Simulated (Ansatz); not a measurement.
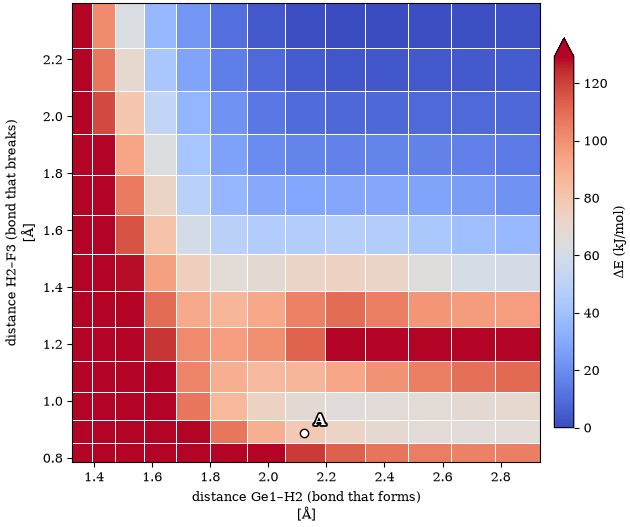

The reacting system FGeH₃ (fragments GeH₂ + FH where the first distance is long, FGeH₃ where the second is long). 
- First axis: distance Ge1–H2 (bond that forms). Second axis: distance H2–F3 (bond that breaks).
- Relaxed at each point: all other coordinates.
- Grid: 13 × 13 points.
- Points are written as (first, second).
- All energies are given in kJ/mol relative to the lowest grid point.
- Energies and slopes of some neighbouring points disagree (a jump in structure or state, or too coarse a mesh). The reference is spin-restricted, so regions where a bond is pulled apart into radicals lie too high.
- All numbers below come from Ansatz, RKS PBE0-D4/def2-TZVP.

In the figure: one coloured cell a grid point, one colour for all values above the top of the scale, the point A.

Which way does the force act at A, and how strong is it?

Answer. A, at (2.124 Å, 0.886 Å), is not a stationary point. The computed force is 60 kJ/mol for each Å towards larger values of the first coordinate and 360 kJ/mol for each Å towards larger values of the second coordinate.
